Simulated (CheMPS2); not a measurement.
**BClO (boron chloride oxide): DMRG/STO-6G, part 1 of 2**

What is the vertical singlet–triplet gap of BClO (boron chloride oxide) at DMRG/STO-6G? 

Program for the calculation: CheMPS2 1.8.12.

6 further runs of the same task are left out: 1 that didn't finish, 5 set aside as unsound or not needed.

### 1 The structure to begin with

The species is BClO (3 atoms), meant as a singlet with charge 0. As SMILES, `O=BCl`. Geometry: relaxed at GFN2-xTB.

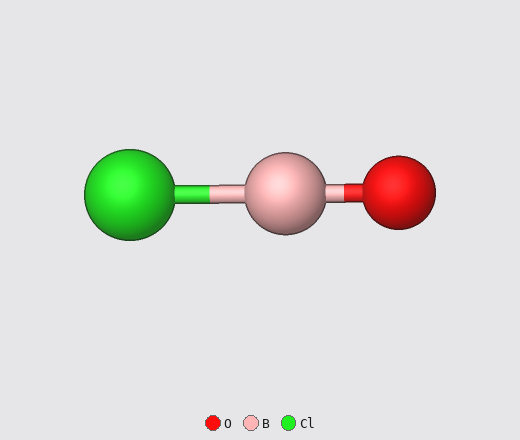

The structure, seen from a chosen angle (oxygen red, boron pink, chlorine green).

### 2 The energy at DMRG/STO-6G

File integrals.py:

```python
from pyscf import ao2mo, cc, dft, gto, mcscf, mp, scf
from pyscf.tools import fcidump

mol = gto.M(atom="""
O      1.019560     0.606200     0.626990
B      0.113080     0.066620     0.069470
Cl    -1.132640    -0.672810    -0.696460
""", basis="sto-6g", verbose=3)
print("nao: %d" % (mol.nao))
mf = scf.RHF(mol)
mf.conv_tol = 1e-10
mf.max_cycle = 200
mf.kernel()
if not mf.converged:
    mf = mf.newton().run(mf.mo_coeff, mf.mo_occ)
print("SCF energy: %.10f" % (mf.e_tot))
# single-reference ladder for comparison
ref = mf
pt = mp.MP2(ref, frozen=7).run()
mycc = cc.CCSD(ref, frozen=7)
mycc.max_cycle = 150
mycc.kernel()
print(f"MP2 total energy: {pt.e_tot:.10f}")
if mycc.converged:
    print(f"E(CCSD): {mycc.e_tot:.10f}")
    print(f"CCSD(T) total energy: {mycc.e_tot + mycc.ccsd_t():.10f}")
    print("T1: %.4f" % (mycc.get_t1_diagnostic()))
# a few density functionals on the same geometry and basis
ks = dft.RKS(mol, xc="lda,vwn5").set(conv_tol=1e-9, verbose=3).run()
if ks.converged:
    print("E(SVWN5): %.8f" % (ks.e_tot))
ks = dft.RKS(mol, xc="revpbe").set(conv_tol=1e-9, verbose=3).run()
if ks.converged:
    print("E(revPBE): %.8f" % (ks.e_tot))
ks = dft.RKS(mol, xc="blyp").set(conv_tol=1e-9, verbose=3).run()
if ks.converged:
    print("E(BLYP): %.8f" % (ks.e_tot))
ks = dft.RKS(mol, xc="wb97x").set(conv_tol=1e-9, verbose=3).run()
if ks.converged:
    print("E(wB97X): %.8f" % (ks.e_tot))
# natural orbitals of MP2 give a compact matrix product state
occ_no, mo = mcscf.addons.make_natural_orbitals(mp.MP2(mf, frozen=7).run())
mf.mo_coeff = mo
# FCIDUMP for the DMRG program
cas = mcscf.CASCI(mf, 12, 16)
h1, ecore = cas.get_h1eff()
fcidump.from_integrals("FCIDUMP", h1, cas.get_h2eff(), 12, 16, nuc=ecore, ms=0)
# exact diagonalisation in the same space
ci = mcscf.CASCI(mf, 12, (8, 8))
ci.fix_spin_(ss=0)
ci.fcisolver.conv_tol = 1e-10
ci.fcisolver.max_cycle = 200
ci.kernel()
print(f"FCI energy: {ci.e_tot:.10f}")
```

File dmrg.input:

```
FCIDUMP = FCIDUMP
GROUP = 0
MULTIPLICITY = 1
NELECTRONS = 16
IRREP = 0
EXCITATION = 0
SWEEP_STATES = 50, 75, 100, 100
SWEEP_ENERGY_CONV = 1e-04, 1e-04, 1e-04, 1e-06
SWEEP_MAX_SWEEPS = 3, 3, 4, 6
SWEEP_NOISE_PREFAC = 0.05, 0.05, 0.005, 0.0
SWEEP_DVDSON_RTOL = 1e-04, 1e-04, 1e-04, 1e-05
NOCC = 0
NACT = 12
NVIR = 0
MOLCAS_FIEDLER = TRUE
PRINT_CORR = TRUE
TMP_FOLDER = .
```

The run is started by

```
$ python integrals.py && chemps2 --file=dmrg.input
```

The log of the run:

```text
$ python integrals.py
nao: 19
converged SCF energy = -557.229868177031
SCF energy: -557.2298681770
E(RMP2) = -557.358197463582  E_corr = -0.128329286551117
E(SCS-RMP2) = -557.355787754823  E_corr = -0.125919577792129
E(CCSD) = -557.3627192908727  E_corr = -0.1328511138417653
MP2 total energy: -557.3581974636
E(CCSD): -557.3627192909
CCSD(T) correction = -0.0078487074363161
CCSD(T) total energy: -557.3705679983
T1: 0.0185
converged SCF energy = -556.015544405724
E(SVWN5): -556.01554441
converged SCF energy = -558.276570761156
E(revPBE): -558.27657076
converged SCF energy = -558.307125648098
E(BLYP): -558.30712565
converged SCF energy = -558.362768584637
E(wB97X): -558.36276858
E(RMP2) = -557.358197463582  E_corr = -0.128329286551117
E(SCS-RMP2) = -557.355787754823  E_corr = -0.125919577792129
CASCI E = -557.371215706097  E(CI) = -55.5048815316665  S^2 = 0.0000000
FCI energy: -557.3712157061

$ chemps2 --file=dmrg.input

Running chemps2 version 1.8.12 () with the following options:

   FCIDUMP            = FCIDUMP
   GROUP              = c1
   MULTIPLICITY       = 1
   NELECTRONS         = 16
   IRREP              = A
   EXCITATION         = 0
   SWEEP_STATES       = [ 50 ; 75 ; 100 ; 100 ]
   SWEEP_ENERGY_CONV  = [ 0.0001 ; 0.0001 ; 0.0001 ; 1e-06 ]
   SWEEP_MAX_SWEEPS   = [ 3 ; 3 ; 4 ; 6 ]
   SWEEP_NOISE_PREFAC = [ 0.05 ; 0.05 ; 0.005 ; 0 ]
   SWEEP_DVDSON_RTOL  = [ 0.0001 ; 0.0001 ; 0.0001 ; 1e-05 ]
   NOCC               = [ 0 ]
   NACT               = [ 12 ]
   NVIR               = [ 0 ]
   MOLCAS_2RDM        =
   MOLCAS_3RDM        =
   MOLCAS_F4RDM       =
   MOLCAS_FOCK        =
   MOLCAS_FIEDLER     = TRUE
   MOLCAS_MPS         = FALSE
   MOLCAS_STATE_AVG   = FALSE
   PRINT_CORR         = TRUE
   TMP_FOLDER         = .

CheMPS2::Hamiltonian : Reading FCIDUMP file FCIDUMP
CheMPS2::Hamiltonian : Finished reading FCIDUMP file FCIDUMP
   EdmistonRuedenberg::FiedlerGlobal : Cost function at start = 97.746777966053
   EdmistonRuedenberg::FiedlerGlobal : Cost function at end   = 43.6212443180171
   EdmistonRuedenberg::FiedlerGlobal : Reordering = [ 3, 2, 0, 4, 11, 10, 9, 8, 5, 7, 6, 1 ].

   CheMPS2: a spin-adapted implementation of DMRG for ab initio quantum chemistry

   Stats: nIt(DAVIDSON) = 17
Energy at sites (10, 11) is -552.73344260417
   Stats: nIt(DAVIDSON) = 27
Energy at sites (9, 10) is -553.128421340603
   Stats: nIt(DAVIDSON) = 46
Energy at sites (8, 9) is -553.752815856044
   Stats: nIt(DAVIDSON) = 28
Energy at sites (7, 8) is -554.513279959659
   Stats: nIt(DAVIDSON) = 29
Energy at sites (6, 7) is -555.675138661484
   Stats: nIt(DAVIDSON) = 12
Energy at sites (5, 6) is -556.212160455518
   Stats: nIt(DAVIDSON) = 22
Energy at sites (4, 5) is -557.331064008434
   Stats: nIt(DAVIDSON) = 8
Energy at sites (3, 4) is -557.341665461693
   Stats: nIt(DAVIDSON) = 4
Energy at sites (2, 3) is -557.34107311524
   Stats: nIt(DAVIDSON) = 1
Energy at sites (1, 2) is -557.34107311524
******************************************************************
***  Information on left sweep 0 of instruction 0:
***     Elapsed wall time        = 2.532504 seconds
***     Minimum energy           = -557.341665461693
***     Maximum discarded weight = 0
******************************************************************
   Stats: nIt(DAVIDSON) = 1
Energy at sites (0, 1) is -557.34107311524
   Stats: nIt(DAVIDSON) = 1
Energy at sites (1, 2) is -557.34107311524
   Stats: nIt(DAVIDSON) = 1
Energy at sites (2, 3) is -557.34107311524
   Stats: nIt(DAVIDSON) = 7
Energy at sites (3, 4) is -557.341665461553
   Stats: nIt(DAVIDSON) = 6
Energy at sites (4, 5) is -557.341823536134
   Stats: nIt(DAVIDSON) = 6
Energy at sites (5, 6) is -557.341905815475
   Stats: nIt(DAVIDSON) = 8
Energy at sites (6, 7) is -557.342472687624
   Stats: nIt(DAVIDSON) = 10
Energy at sites (7, 8) is -557.369337995746
   Stats: nIt(DAVIDSON) = 4
Energy at sites (8, 9) is -557.369318881219
   Stats: nIt(DAVIDSON) = 1
Energy at sites (9, 10) is -557.369318881219
******************************************************************
***  Information on right sweep 0 of instruction 0:
***     Elapsed wall time        = 0.680965 seconds
***     Minimum energy           = -557.369337995746
***     Maximum discarded weight = 6.54162531512298e-06
***     Energy difference with respect to previous leftright sweep = 557.369318881219
******************************************************************
[... 10 site updates ...]
******************************************************************
***  Information on left sweep 1 of instruction 0:
***     Elapsed wall time        = 0.553458 seconds
***     Minimum energy           = -557.370702581869
***     Maximum discarded weight = 3.18912492065757e-05
******************************************************************
[... 10 site updates ...]
******************************************************************
***  Information on right sweep 1 of instruction 0:
***     Elapsed wall time        = 0.502693 seconds
***     Minimum energy           = -557.370947359121
***     Maximum discarded weight = 4.96069042062587e-05
***     Energy difference with respect to previous leftright sweep = 0.00149126820349466
******************************************************************
[... 10 site updates ...]
******************************************************************
***  Information on left sweep 2 of instruction 0:
***     Elapsed wall time        = 0.476991 seconds
***     Minimum energy           = -557.37094717514
***     Maximum discarded weight = 4.73753715415623e-05
******************************************************************
[... 10 site updates ...]
******************************************************************
***  Information on right sweep 2 of instruction 0:
***     Elapsed wall time        = 0.484043 seconds
***     Minimum energy           = -557.370960625425
***     Maximum discarded weight = 4.83450433356708e-05
***     Energy difference with respect to previous leftright sweep = 1.05792832982843e-05
******************************************************************
***  Information on completed instruction 0:
***     The reduced virtual dimension DSU(2)               = 50
***     The total number of reduced MPS variables          = 6419
***     Minimum energy encountered during all instructions = -557.370960625425
***     Minimum energy encountered during the last sweep   = -557.370960625425
***     Maximum discarded weight during the last sweep     = 4.83450433356708e-05
******************************************************************
[... 10 site updates ...]
******************************************************************
***  Information on left sweep 0 of instruction 1:
***     Elapsed wall time        = 0.57573 seconds
***     Minimum energy           = -557.371075140181
***     Maximum discarded weight = 1.1290930753986e-05
******************************************************************
[... 10 site updates ...]
******************************************************************
***  Information on right sweep 0 of instruction 1:
***     Elapsed wall time        = 0.571607 seconds
***     Minimum energy           = -557.371147797548
***     Maximum discarded weight = 1.49728337258511e-05
***     Energy difference with respect to previous leftright sweep = 0.000282886259356019
******************************************************************
[... 10 site updates ...]
******************************************************************
***  Information on left sweep 1 of instruction 1:
***     Elapsed wall time        = 0.55417 seconds
***     Minimum energy           = -557.371154681927
***     Maximum discarded weight = 1.46894255141047e-05
******************************************************************
[... 10 site updates ...]
******************************************************************
***  Information on right sweep 1 of instruction 1:
***     Elapsed wall time        = 0.518466 seconds
***     Minimum energy           = -557.371155808249
***     Maximum discarded weight = 1.45788955175543e-05
***     Energy difference with respect to previous leftright sweep = 1.67487542057643e-06
******************************************************************
***  Information on completed instruction 1:
***     The reduced virtual dimension DSU(2)               = 75
***     The total number of reduced MPS variables          = 11911
***     Minimum energy encountered during all instructions = -557.371155808249
***     Minimum energy encountered during the last sweep   = -557.371155808249
***     Maximum discarded weight during the last sweep     = 1.45788955175543e-05
******************************************************************
[... 10 site updates ...]
******************************************************************
***  Information on left sweep 0 of instruction 2:
***     Elapsed wall time        = 0.656686 seconds
***     Minimum energy           = -557.371174396363
***     Maximum discarded weight = 3.25424181549042e-06
******************************************************************
[... 10 site updates ...]
******************************************************************
***  Information on right sweep 0 of instruction 2:
***     Elapsed wall time        = 0.644793 seconds
***     Minimum energy           = -557.371191704281
***     Maximum discarded weight = 5.19540097029491e-06
***     Energy difference with respect to previous leftright sweep = 6.84658812133421e-05
******************************************************************
***  Information on completed instruction 2:
***     The reduced virtual dimension DSU(2)               = 100
***     The total number of reduced MPS variables          = 18365
***     Minimum energy encountered during all instructions = -557.371191704281
***     Minimum energy encountered during the last sweep   = -557.371191704281
***     Maximum discarded weight during the last sweep     = 5.19540097029491e-06
******************************************************************
[... 10 site updates ...]
******************************************************************
***  Information on left sweep 0 of instruction 3:
***     Elapsed wall time        = 1.10449 seconds
***     Minimum energy           = -557.371193802043
***     Maximum discarded weight = 5.09917181315613e-06
******************************************************************
[... 10 site updates ...]
******************************************************************
***  Information on right sweep 0 of instruction 3:
***     Elapsed wall time        = 1.095707 seconds
***     Minimum energy           = -557.371193905229
***     Maximum discarded weight = 5.10457183747222e-06
***     Energy difference with respect to previous leftright sweep = 1.53432210936444e-07
******************************************************************
***  Information on completed instruction 3:
***     The reduced virtual dimension DSU(2)               = 100
***     The total number of reduced MPS variables          = 18407
***     Minimum energy encountered during all instructions = -557.371193905229
***     Minimum energy encountered during the last sweep   = -557.371193905229
***     Maximum discarded weight during the last sweep     = 5.10457183747222e-06
******************************************************************
********************************************
***  2-RDM and Correlations calculation  ***
********************************************
   N(N-1)                     = 240
   Double trace of DMRG 2-RDM = 240
   Econst + 0.5 * trace(2DM-A * Ham) = -557.371173909154
   NOON of irrep A = [ 1.99954085114017 , 1.99759013485386 , 1.99531271677 , 1.99530167494637 , 1.98052472176228 , 1.97680254716801 , 1.93824404334735 , 1.9382435081593 , 0.0671410773451105 , 0.0671353085040722 , 0.031707855016851 , 0.012455560986635 ].
   Single-orbital entropies (Hamiltonian index order is used!) = [ 0.00332735010006057 , 0.0157201064255215 , 0.0323792934539624 , 0.0324516838146133 , 0.0929764513804093 , 0.119233847788567 , 0.243713967128318 , 0.243708754940767 , 0.262074704635055 , 0.262098773681654 , 0.150343415824865 , 0.073856711490556 ].
   Idistance(0) = 1.35573739394641
   Idistance(1) = 3.75741270400495
   Idistance(2) = 12.9333123166341
***************************************************
***  Timing information 2-RDM and Correlations  ***
***************************************************
***     Elapsed wall time        = 0.228206 seconds
***************************************************
--------------------------------------------------------
Spin correlation function = 4 * ( < S_i^z S_j^z > - < S_i^z > * < S_j^z > )
Hamiltonian index order is used!

   Columns 1 to 8

    0.000164   -0.000002   -0.000019   -0.000019   -0.000013   -0.000006   -0.000003   -0.000003
   -0.000002    0.001244   -0.000001   -0.000000   -0.000147   -0.000246   -0.000196   -0.000195
   -0.000019   -0.000001    0.003940   -0.000103   -0.000563    0.000041    0.000040   -0.000162
[... 8 lines of this table left out ...]
   -0.000025   -0.000258    0.000206    0.000206   -0.003241   -0.001157    0.000100    0.000102

   Columns 9 to 12

   -0.000024   -0.000024   -0.000028   -0.000025
   -0.000132   -0.000131    0.000065   -0.000258
   -0.003518    0.000018    0.000121    0.000206
[... 8 lines of this table left out ...]
   -0.001053   -0.001056   -0.002559    0.008736

--------------------------------------------------------
Spin-flip correlation function = < S_i^+ S_j^- > + < S_i^- S_j^+ >
Hamiltonian index order is used!

   Columns 1 to 8

    0.000164   -0.000002   -0.000019   -0.000019   -0.000013   -0.000006   -0.000003   -0.000003
   -0.000002    0.001244   -0.000001   -0.000000   -0.000147   -0.000246   -0.000196   -0.000195
   -0.000019   -0.000001    0.003940   -0.000103   -0.000563    0.000041    0.000040   -0.000162
[... 8 lines of this table left out ...]
   -0.000025   -0.000258    0.000206    0.000206   -0.003241   -0.001157    0.000100    0.000102

   Columns 9 to 12

   -0.000024   -0.000024   -0.000028   -0.000025
   -0.000132   -0.000131    0.000065   -0.000258
   -0.003518    0.000018    0.000121    0.000206
[... 8 lines of this table left out ...]
   -0.001053   -0.001056   -0.002559    0.008736

--------------------------------------------------------
Density correlation function = < n_i n_j > - < n_i > * < n_j >
Hamiltonian index order is used!

   Columns 1 to 8

    0.000833    0.000003    0.000039    0.000039    0.000047    0.000005    0.000003    0.000003
    0.000003    0.003769    0.000038    0.000042    0.000158    0.000293    0.000266    0.000269
    0.000039    0.000038    0.005710    0.000659    0.002730    0.000220    0.000169   -0.000084
[... 8 lines of this table left out ...]
   -0.000563   -0.000597   -0.002283   -0.002289   -0.016751   -0.002568   -0.001170   -0.001168

   Columns 9 to 12

   -0.000059   -0.000059   -0.000292   -0.000563
   -0.001622   -0.001623   -0.000995   -0.000597
   -0.004802   -0.000837   -0.001559   -0.002283
[... 8 lines of this table left out ...]
    0.002923    0.002929    0.002832    0.018706

--------------------------------------------------------
Singlet diradical correlation function = < d_i,up d_j,down > + < d_i,down d_j,up > - < d_i,up > * < d_j,down > - < d_i,down > * < d_j,up >
Hamiltonian index order is used!

   Columns 1 to 8

   -0.000000    0.000003    0.000029    0.000029    0.000032    0.000006    0.000004    0.000004
    0.000003   -0.000001    0.000020    0.000021    0.000153    0.000261    0.000246    0.000247
    0.000029    0.000020   -0.000008    0.000369    0.001600    0.000084    0.000042    0.000107
[... 8 lines of this table left out ...]
    0.000060    0.000360    0.000785    0.000788    0.003915    0.001215    0.000463    0.000460

   Columns 9 to 12

    0.000033    0.000033    0.000050    0.000060
    0.000233    0.000233    0.000252    0.000360
    0.003567    0.000346    0.000517    0.000785
[... 8 lines of this table left out ...]
    0.001867    0.001872    0.002662   -0.000038

--------------------------------------------------------
Two-orbital mutual information = 0.5 * ( s1(i) + s1(j) - s2(i,j) ) * ( 1 - delta(i,j) )
Hamiltonian index order is used!

   Columns 1 to 8

    0           0.000023    0.000144    0.000144    0.000457    0.000029    0.000011    0.000011
    0.000023    0           0.000079    0.000082    0.000489    0.000958    0.000909    0.000911
    0.000144    0.000079    0           0.001018    0.005699    0.000136    0.000043    0.000734
[... 8 lines of this table left out ...]
    0.000970    0.000930    0.003701    0.003711    0.026970    0.002842    0.000586    0.000584

   Columns 9 to 12

    0.000055    0.000055    0.000389    0.000970
    0.001761    0.001761    0.001383    0.000930
    0.010261    0.000464    0.001479    0.003701
[... 8 lines of this table left out ...]
    0.002678    0.002687    0.006074    0

--------------------------------------------------------
```

Run time: 22 s. Hardware: 1 thread of Arm Neoverse V2, shared host; peak memory 0.18 GiB.

(Continued in part 2 of 2.)
